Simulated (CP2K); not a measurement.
**A workflow on CH6PSi− (SMILES C[SiH2][PH-])**

Wanted: a structure relaxation (singlet CH6PSi−, AM1), then energy and gradient (triplet CH6PSi−, AM1), then a geometry optimisation (triplet CH6PSi−, AM1), then energy and forces (singlet CH6PSi−, AM1) of CH6PSi. 

The results are computed with CP2K 2026.2.

5 further runs of the same task are left out: 1 that didn't finish, 4 set aside as unsound or not needed.

**1. The system as given**

The species is CH6PSi− (9 atoms), meant as a singlet with charge -1. SMILES: `C[SiH2][PH-]`. The shape is that of a GFN2-xTB optimisation. This is one conformer, not always the lowest. The run starts from this shape.

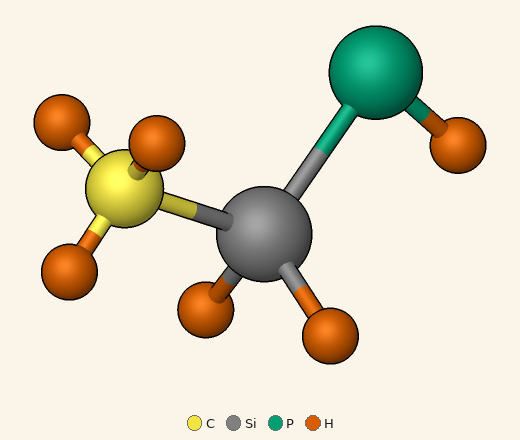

The structure, seen from a chosen angle (carbon yellow, silicon grey, phosphorus teal, hydrogen orange).

**2. A structure relaxation at AM1 (run 1)**

molecule.xyz reads:

```xyz
9

C     -0.757000     0.815480    -0.757940
Si     0.447070    -0.394360     0.079710
P      0.082200    -0.585890     2.185790
H     -1.784160     0.483870    -0.643510
H     -0.545420     0.897680    -1.820740
H     -0.679980     1.806090    -0.321280
H      1.794480     0.092070    -0.328180
H      0.344710    -1.635540    -0.737400
H      1.098100    -1.479380     2.343550
```

mol.inp reads:

```
&GLOBAL
   PROJECT_NAME mol
   RUN_TYPE GEO_OPT
   PRINT_LEVEL LOW
&END GLOBAL

&FORCE_EVAL
   METHOD Quickstep
   &DFT
      CHARGE -1
      ! Quickstep
      &QS
         METHOD AM1
         EPS_DEFAULT 1.0E-10
         &SE
            &COULOMB
               CUTOFF [angstrom] 50
               RC_RANGE [angstrom] 0
            &END COULOMB
            &EXCHANGE
               CUTOFF [angstrom] 50
               RC_RANGE [angstrom] 0
            &END EXCHANGE
         &END SE
      &END QS
      &POISSON
         PERIODIC NONE
         POISSON_SOLVER ANALYTIC
      &END POISSON
      &SCF
         SCF_GUESS ATOMIC
         EPS_SCF 1.0E-07
         MAX_SCF 100
         ADDED_MOS 2
         &DIAGONALIZATION
            ALGORITHM STANDARD
         &END DIAGONALIZATION
         &MIXING
            METHOD DIRECT_P_MIXING
            ALPHA 0.4
         &END MIXING
      &END SCF
      &PRINT
         &MOMENTS
            PERIODIC F
            REFERENCE COM
            MAX_MOMENT 1
         &END MOMENTS
         &MULLIKEN OFF
         &END MULLIKEN
         &HIRSHFELD OFF
         &END HIRSHFELD
      &END PRINT
   &END DFT
   &SUBSYS
      &CELL
         ABC 11.6 11.4 12.2
         PERIODIC NONE
      &END CELL
      &TOPOLOGY
         COORD_FILE_NAME molecule.xyz
         COORD_FILE_FORMAT XYZ
         &CENTER_COORDINATES
         &END CENTER_COORDINATES
      &END TOPOLOGY
   &END SUBSYS
&END FORCE_EVAL

! ionic moves
&MOTION
   &GEO_OPT
      OPTIMIZER LBFGS
      MAX_ITER 100
      MAX_FORCE 4.5E-04
      RMS_FORCE 3.0E-04
   &END GEO_OPT
   ! extra output
   &PRINT
      &TRAJECTORY
         &EACH
            GEO_OPT 1
         &END EACH
      &END TRAJECTORY
      &FORCES ON
         &EACH
            GEO_OPT 1
         &END EACH
      &END FORCES
      &RESTART OFF
      &END RESTART
      &RESTART_HISTORY OFF
      &END RESTART_HISTORY
   &END PRINT
&END MOTION
```

Run with:

```console
$ OMP_NUM_THREADS=1 cp2k.psmp -i mol.inp > mol.out 2>&1
```

Log:

```text
CP2K| version string:                                       CP2K version 2026.2
[...]
 GLOBAL| Method name                                                        CP2K
[...]
 GLOBAL| Run type                                                        GEO_OPT
[...]
                             - Atoms:                                          9
[...]
                             - Spherical basis functions:                     18
[...]
 Number of electrons:                                                         20
[...]
     1 P_Mix/Diag. 0.40E+00    0.0     0.84162050       -11.4337255556 -1.14E+01
[...]
  *** SCF run converged in    22 steps ***
[...]
 ENERGY| Total FORCE_EVAL ( QS ) energy [hartree]            -15.545525768295757
[...]
 OPT| Step number                                                              1
[...]
 OPT| Total energy [hartree]                                      -15.5478563994
[...]
 OPT| Step number                                                             17
[...]
 OPT| Total energy [hartree]                                      -15.5502116174
[...]
    14 DIIS/Diag.  0.48E-07    0.0     0.00000006       -15.5502130173 -7.11E-14
  *** SCF run converged in    14 steps ***
  Core-core repulsion energy [eV]:                            829.19159155647162
  Core Hamiltonian energy [eV]:                              -647.82736919833530
  Two-electron integral energy [eV]:                        -1209.01407564859460
  Electronic energy [eV]:                                   -1252.33440702263283
  Total energy [eV]:                                         -423.14281546616104
  Atomic reference energy [eV]:                               421.57682295061534
  Heat of formation [kcal/mol]:                               -36.11264817033618
[...]
 ENERGY| Total FORCE_EVAL ( QS ) energy [hartree]            -15.550213017343815
[...]
```

It took 1.3 s on 1 thread of Intel Xeon 6975P-C (Granite Rapids), shared host; peak memory 0.19 GiB.

The path in brief:

| step | energy from the first frame kept (eV) | largest force (eV/Å) |
| --- | --- | --- |
| 1 | 0.0000 | 0.4827 |
| 2 | -0.0129 | 0.2987 |
| 3 | -0.0358 | 0.3111 |
| 4 | -0.0394 | 0.6904 |
| 5 | -0.0458 | 0.2263 |
| 6 | -0.0498 | 0.1245 |
| 7 | -0.0525 | 0.1777 |
| 8 | -0.0567 | 0.1957 |
| 9 | -0.0584 | 0.1781 |
| 10 | -0.0598 | 0.0692 |
| 11 | -0.0605 | 0.0657 |
| 12 | -0.0614 | 0.1192 |
| 13 | -0.0625 | 0.1290 |
| 14 | -0.0635 | 0.0506 |
| 15 | -0.0639 | 0.0922 |
| 16 | -0.0640 | 0.0710 |
| 17 | -0.0641 | 0.0186 |
| 18 | -0.0641 | 0.0155 |
| 19 | -0.0641 | 0.0155 |

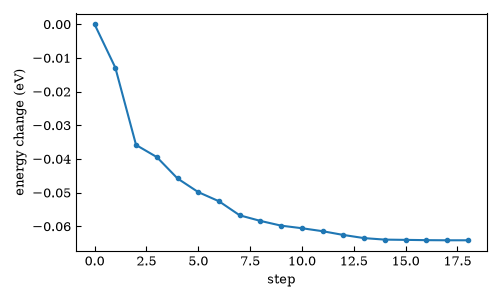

Energy along the run.

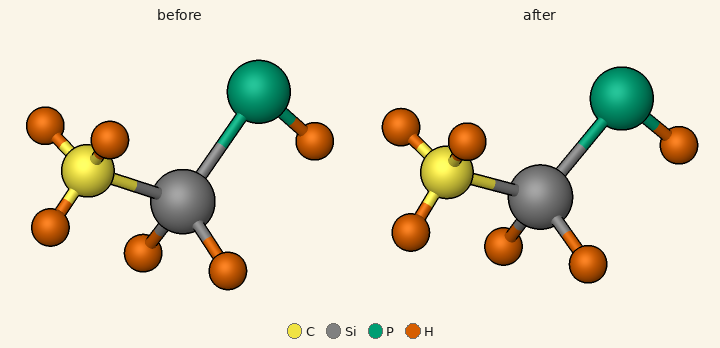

Before and after, at one scale.

After the run. Bond lengths: C1–Si2 1.846 Å, Si2–P3 2.085 Å, C1–H4 1.114 Å, C1–H5 1.114 Å, C1–H6 1.114 Å, Si2–H7 1.472 Å, Si2–H8 1.472 Å, P3–H9 1.356 Å. Some angles: C1–Si2–P3 120.5°, C1–Si2–H7 104.3°, C1–Si2–H8 104.3°, P3–Si2–H7 111.9°, P3–Si2–H8 111.9°, Si2–C1–H4 111.7°, Si2–C1–H5 110.5°, Si2–C1–H6 111.7°, Si2–P3–H9 100.0°, H7–Si2–H8 102.0°.

**3. The triplet: energy and gradient at AM1 (run 2)**

molecule.xyz reads:

```xyz
9

C      5.043495     6.430878     5.057351
Si     6.174224     5.271757     5.943530
P      5.970600     4.956548     7.994847
H      3.979755     6.110900     5.138399
H      5.302138     6.477757     3.975038
H      5.109522     7.464620     5.466919
H      7.524653     5.739775     5.591160
H      6.076935     4.015389     5.182642
H      6.972238     4.064921     8.197470
```

gas.inp reads:

```
&GLOBAL
  PROJECT gas
  RUN_TYPE ENERGY_FORCE
  PRINT_LEVEL MEDIUM
&END GLOBAL
&FORCE_EVAL
  METHOD QS
  &DFT
    CHARGE -1
    MULTIPLICITY 3
    UKS T
    &QS
      METHOD AM1
      EPS_DEFAULT 1.0E-10
      &SE
        &COULOMB
          CUTOFF [angstrom] 50
          RC_RANGE [angstrom] 0
        &END COULOMB
        &EXCHANGE
          CUTOFF [angstrom] 50
          RC_RANGE [angstrom] 0
        &END EXCHANGE
      &END SE
    &END QS
    &POISSON
      PERIODIC NONE
      POISSON_SOLVER ANALYTIC
    &END POISSON
    &SCF
      SCF_GUESS ATOMIC
      EPS_SCF 1.0E-07
      MAX_SCF 50
      &OT ON
        MINIMIZER CG
        PRECONDITIONER FULL_ALL
      &END OT
      &OUTER_SCF
        EPS_SCF 1.0E-07
        MAX_SCF 10
      &END OUTER_SCF
    &END SCF
    &PRINT
      &MOMENTS
        PERIODIC F
        REFERENCE COM
        MAX_MOMENT 1
      &END MOMENTS
      &MO_CUBES
        NLUMO 1
        NHOMO -1
        WRITE_CUBE F
      &END MO_CUBES
      &HIRSHFELD OFF
      &END HIRSHFELD
    &END PRINT
  &END DFT
  &SUBSYS
    &CELL
      ABC [angstrom] 11.5 11.4 12.2
      PERIODIC NONE
    &END CELL
    &TOPOLOGY
      COORD_FILE_NAME molecule.xyz
      COORD_FILE_FORMAT XYZ
      &CENTER_COORDINATES
      &END CENTER_COORDINATES
    &END TOPOLOGY
  &END SUBSYS
  &PRINT
    &FORCES ON
    &END FORCES
  &END PRINT
&END FORCE_EVAL
```

Run with:

```console
$ OMP_NUM_THREADS=1 cp2k.psmp -i gas.inp -o gas.out
```

Log:

```text
CP2K| version string:                                       CP2K version 2026.2
[...]
 GLOBAL| Method name                                                        CP2K
[...]
 GLOBAL| Run type                                                   ENERGY_FORCE
[...]
                             - Atoms:                                          9
[...]
                             - Spherical basis functions:                     18
[...]
 Number of electrons:                                                         11
[...]
     1 OT CG       0.15E+00    0.0     0.20706213       -12.3395870362 -1.23E+01
[...]
    11 OT CG       0.13E+01    0.0     0.00000007       -15.4842879494 -7.14E-12
  *** SCF run converged in    11 steps ***
  Core-core repulsion energy [eV]:                            829.19159719310619
  Core Hamiltonian energy [eV]:                              -641.12563917450450
  Two-electron integral energy [eV]:                        -1218.82972231000758
  Electronic energy [eV]:                                   -1250.54050032950818
  Total energy [eV]:                                         -421.34890313640216
  Atomic reference energy [eV]:                               421.57682295061534
  Heat of formation [kcal/mol]:                                 5.25595619392857
[...]
 SE_DIPOLE| Moment [Debye]         -0.32269132      -0.42167382       2.93487518
 SE_DIPOLE| Derivative [a.u.]       0.00000000       0.00000000       0.00000000
 *** WARNING in qs_scf_post_se.F:140 :: Printing of MO cube files not ***
 *** implemented for Semi-Empirical method.                           ***
 ENERGY| Total FORCE_EVAL ( QS ) energy [hartree]            -15.484287949394577
[...]
```

It took 1.7 s on 1 thread of Intel Xeon 6975P-C (Granite Rapids), shared host; peak memory 0.19 GiB.

**4. The triplet: a geometry optimisation at AM1 (run 3)**

molecule.xyz is that of step 3.

run.inp reads:

```
&FORCE_EVAL
  METHOD Quickstep
  &DFT
    CHARGE -1
    MULTIPLICITY 3
    LSD T
    &QS
      METHOD AM1
      EPS_DEFAULT 1.0E-10
      &SE
        &COULOMB
          CUTOFF [angstrom] 50
          RC_RANGE [angstrom] 0
        &END
        &EXCHANGE
          CUTOFF [angstrom] 50
          RC_RANGE [angstrom] 0
        &END
      &END
    &END
    &POISSON
      PERIODIC NONE
      POISSON_SOLVER ANALYTIC
    &END
    &SCF
      SCF_GUESS ATOMIC
      EPS_SCF 1.0E-07
      MAX_SCF 50
      &OT
        MINIMIZER CG
        PRECONDITIONER FULL_ALL
      &END
      &OUTER_SCF
        EPS_SCF 1.0E-07
        MAX_SCF 10
      &END
    &END
    &PRINT
      &MOMENTS
        PERIODIC F
        REFERENCE COM
        MAX_MOMENT 1
      &END
      &MULLIKEN OFF
      &END
      &HIRSHFELD OFF
      &END
    &END
  &END
  &SUBSYS
    &CELL
      ABC 11.5 11.4 12.2
      PERIODIC NONE
    &END
    &TOPOLOGY
      COORD_FILE_NAME molecule.xyz
      COORD_FILE_FORMAT XYZ
      &CENTER_COORDINATES
      &END
    &END
  &END
&END

&MOTION
  &GEO_OPT
    OPTIMIZER LBFGS
    MAX_ITER 100
    MAX_FORCE 4.5E-04
    RMS_FORCE 3.0E-04
  &END
  &PRINT
    &TRAJECTORY
      &EACH
        GEO_OPT 1
      &END
    &END
    &FORCES ON
      &EACH
        GEO_OPT 1
      &END
    &END
    &RESTART OFF
    &END
    &RESTART_HISTORY OFF
    &END
  &END
&END

&GLOBAL
  PROJECT run
  RUN_TYPE GEO_OPT
  PRINT_LEVEL LOW
&END
```

Run with:

```console
$ OMP_NUM_THREADS=1 cp2k.psmp -i run.inp > run.out 2>&1
```

Log:

```text
CP2K| version string:                                       CP2K version 2026.2
[...]
 GLOBAL| Method name                                                        CP2K
[...]
 GLOBAL| Run type                                                        GEO_OPT
[...]
                             - Atoms:                                          9
[...]
                             - Spherical basis functions:                     18
[...]
 Number of electrons:                                                         11
[...]
     1 OT CG       0.15E+00    0.0     0.20706213       -12.3395870362 -1.23E+01
[...]
  *** SCF run converged in    11 steps ***
[...]
 ENERGY| Total FORCE_EVAL ( QS ) energy [hartree]            -15.484287949394577
[...]
 OPT| Step number                                                              1
[...]
 OPT| Total energy [hartree]                                      -15.4964950416
[...]
 OPT| Step number                                                             18
[...]
 OPT| Total energy [hartree]                                      -15.5014391620
[...]
     9 OT CG       0.83E+00    0.0     0.00000008       -15.5014425636 -1.48E-11
  *** SCF run converged in     9 steps ***
  Core-core repulsion energy [eV]:                            801.71118819982257
  Core Hamiltonian energy [eV]:                              -641.08373850417331
  Two-electron integral energy [eV]:                        -1164.88630724883387
  Electronic energy [eV]:                                   -1223.52689212859036
  Total energy [eV]:                                         -421.81570392876773
  Atomic reference energy [eV]:                               421.57682295061534
  Heat of formation [kcal/mol]:                                -5.50872665926912
[...]
 ENERGY| Total FORCE_EVAL ( QS ) energy [hartree]            -15.501442563610585
[...]
```

It took 4.8 s on 1 thread of Intel Xeon 6975P-C (Granite Rapids), shared host; peak memory 0.19 GiB.

Steps, from the record of the run:

| step | energy from the first frame kept (eV) | largest force (eV/Å) |
| --- | --- | --- |
| 1 | 0.0000 | 0.7945 |
| 2 | -0.0699 | 0.6970 |
| 3 | -0.0970 | 0.4854 |
| 4 | -0.1068 | 0.2702 |
| 5 | -0.1120 | 0.1486 |
| 6 | -0.1169 | 0.1352 |
| 7 | -0.1189 | 0.2616 |
| 8 | -0.1207 | 0.1039 |
| 9 | -0.1222 | 0.0640 |
| 10 | -0.1232 | 0.1111 |
| 11 | -0.1259 | 0.1800 |
| 12 | -0.1290 | 0.2850 |
| 13 | -0.1314 | 0.1204 |
| 14 | -0.1323 | 0.0778 |
| 15 | -0.1326 | 0.0897 |
| 16 | -0.1329 | 0.0710 |
| 17 | -0.1343 | 0.0776 |
| 18 | -0.1345 | 0.0445 |
| 19 | -0.1346 | 0.0238 |
| 20 | -0.1346 | 0.0238 |

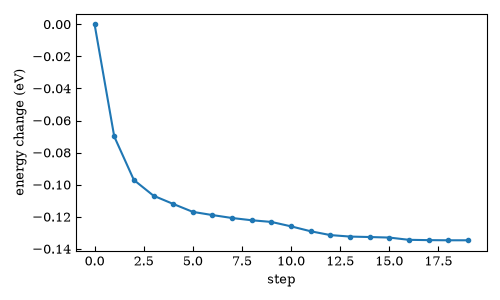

Energy along the run.

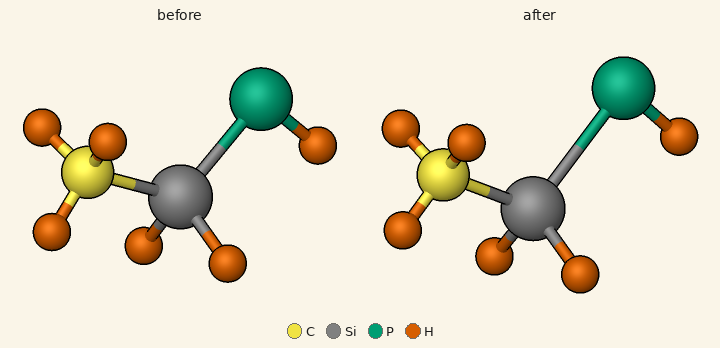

Before and after, at one scale.

After the run. Bond lengths: C1–Si2 1.839 Å, Si2–P3 2.458 Å, C1–H4 1.114 Å, C1–H5 1.114 Å, C1–H6 1.114 Å, Si2–H7 1.479 Å, Si2–H8 1.479 Å, P3–H9 1.358 Å. Some angles: C1–Si2–P3 112.9°, C1–Si2–H7 106.0°, C1–Si2–H8 106.0°, P3–Si2–H7 113.4°, P3–Si2–H8 113.4°, Si2–C1–H4 111.2°, Si2–C1–H5 111.7°, Si2–C1–H6 111.2°, Si2–P3–H9 95.6°, H7–Si2–H8 104.5°.

**5. Energy and gradient at AM1 (run 4)**

molecule.xyz reads:

```xyz
9

C      5.045139     6.390966     5.057883
Si     6.239342     5.210262     5.808518
P      5.903226     4.919508     8.225573
H      3.995262     6.043999     5.195690
H      5.217204     6.512578     3.963815
H      5.127939     7.398990     5.524592
H      7.585001     5.714773     5.460237
H      6.106083     3.952798     5.041945
H      6.914528     4.028630     8.392817
```

job.inp reads:

```
&FORCE_EVAL
  METHOD QS
  &DFT
    CHARGE -1
    MULTIPLICITY 1
    &QS
      METHOD AM1
      EPS_DEFAULT 1.0E-10
      &SE
        &COULOMB
          CUTOFF [angstrom] 50
          RC_RANGE [angstrom] 0
        &END COULOMB
        &EXCHANGE
          CUTOFF [angstrom] 50
          RC_RANGE [angstrom] 0
        &END EXCHANGE
      &END SE
    &END QS
    &POISSON
      PERIODIC NONE
      POISSON_SOLVER ANALYTIC
    &END POISSON
    &SCF
      SCF_GUESS ATOMIC
      EPS_SCF 1.0E-07
      MAX_SCF 100
      ADDED_MOS 2
      &DIAGONALIZATION
        ALGORITHM STANDARD
      &END DIAGONALIZATION
      &MIXING
        METHOD DIRECT_P_MIXING
        ALPHA 0.4
      &END MIXING
    &END SCF
    &PRINT
      &MOMENTS
        PERIODIC F
        REFERENCE COM
        MAX_MOMENT 1
      &END MOMENTS
      &MO ON
        ENERGIES T
        OCCUPATION_NUMBERS T
        NDIGITS 6
        &EACH
          QS_SCF 0
        &END EACH
        ADD_LAST NUMERIC
      &END MO
      &HIRSHFELD OFF
      &END HIRSHFELD
    &END PRINT
  &END DFT
  &SUBSYS
    &CELL
      ABC [angstrom] 11.6 11.4 12.4
      PERIODIC NONE
    &END CELL
    &TOPOLOGY
      COORD_FILE_NAME molecule.xyz
      COORD_FILE_FORMAT XYZ
      &CENTER_COORDINATES
      &END CENTER_COORDINATES
    &END TOPOLOGY
  &END SUBSYS
  &PRINT
    &FORCES ON
    &END FORCES
  &END PRINT
&END FORCE_EVAL

&GLOBAL
  PROJECT job
  RUN_TYPE ENERGY_FORCE
  PRINT_LEVEL MEDIUM
&END GLOBAL
```

Run with:

```console
$ OMP_NUM_THREADS=1 cp2k.psmp job.inp > job.out
```

Log:

```text
CP2K| version string:                                       CP2K version 2026.2
[...]
 GLOBAL| Method name                                                        CP2K
[...]
 GLOBAL| Run type                                                   ENERGY_FORCE
[...]
                             - Atoms:                                          9
[...]
                             - Spherical basis functions:                     18
[...]
 Number of electrons:                                                         20
[...]
     1 P_Mix/Diag. 0.40E+00    0.0     0.83851954       -11.4954697706 -1.15E+01
[...]
    19 DIIS/Diag.  0.15E-06    0.0     0.00000007       -15.5361692009 -5.33E-14
  *** SCF run converged in    19 steps ***
  Core-core repulsion energy [eV]:                            801.71120148170087
  Core Hamiltonian energy [eV]:                              -646.12405626305360
  Two-electron integral energy [eV]:                        -1156.69561800849601
  Electronic energy [eV]:                                   -1224.47186526730161
  Total energy [eV]:                                         -422.76066378560074
  Atomic reference energy [eV]:                               421.57682295061534
  Heat of formation [kcal/mol]:                               -27.30002036351133
[...]
 SE_DIPOLE| Moment [Debye]         -0.94073359      -0.75160530       6.51719583
 SE_DIPOLE| Derivative [a.u.]       0.00000000       0.00000000       0.00000000
 ENERGY| Total FORCE_EVAL ( QS ) energy [hartree]            -15.536169200881758
[...]
```

Wall time 0.88 s (1 thread of Intel Xeon 6975P-C (Granite Rapids), shared host); peak memory 0.18 GiB.

**6. What came out**

```
                                                              quantity           value
                                   run 1, AM1: total energy at the end    -15.55021 Eh
                                         run 1, AM1: heat of formation  -36.1 kcal/mol
                                          triplet, run 2: total energy    -15.48429 Eh
             triplet, run 2: heat of formation at this unrelaxed shape    5.3 kcal/mol
                              triplet, run 2: largest force on an atom      2.264 eV/Å
                               triplet, run 3: total energy at the end    -15.50144 Eh
                                     triplet, run 3: heat of formation   -5.5 kcal/mol
                                              run 4, AM1: total energy    -15.53617 Eh
                                               run 4, AM1: HOMO energy        -2.57 eV
                                               run 4, AM1: LUMO energy         5.20 eV
                                             run 4, AM1: HOMO–LUMO gap         7.76 eV
                 run 4, AM1: heat of formation at this unrelaxed shape  -27.3 kcal/mol
                                  run 4, AM1: largest force on an atom      2.195 eV/Å
adiabatic energy of the triplet above the singlet (no zero-point term)        1.327 eV
```

**Reading.** The adiabatic energy of the triplet above the singlet (no zero-point term) is 1.33 eV (31 kcal/mol). The largest force (run 4, AM1) is 2.19 eV/Å: the shape isn't a stationary point for this species at this level. The optimisation (run 1, AM1) took 18 steps. The optimisation (triplet, run 3) took 19 steps.
